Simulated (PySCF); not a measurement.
Molecule: Mg(OH)(SH), SMILES [OH][Mg][SH]. Atoms near the plane z = 0.6 Å, at the PBE0/def2-SVP optimised geometry (x, y, z in Å): Mg1 (0.2, 0.7, 0.0), O2 (-1.6, 0.7, 0.0), H3 (-2.5, 0.7, 0.0), S4 (2.5, 0.7, 0.0), H5 (2.5, -0.7, 0.1).

Level of theory: PBE0/def2-TZVP (PySCF). The values are rescaled to run from 0 to 1.

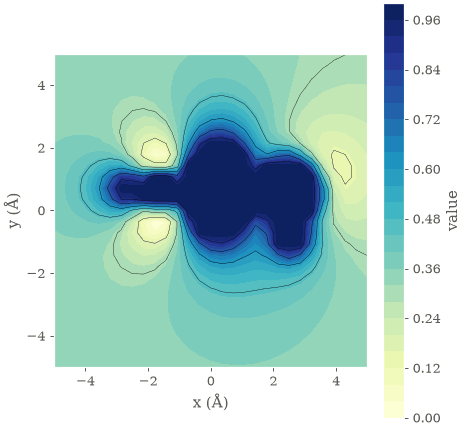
Fig. 1. a field on the plane z = 0.6 Å.

### Question
Which quantity is mapped?
A) electrostatic potential
B) log10 of the electron density
C) deformation density (molecule minus spherical neutral atoms)
D) Laplacian of the electron density

### Answer
A, electrostatic potential. In full: electrostatic potential (hartree/e), clipped to [-0.08, 0.12].
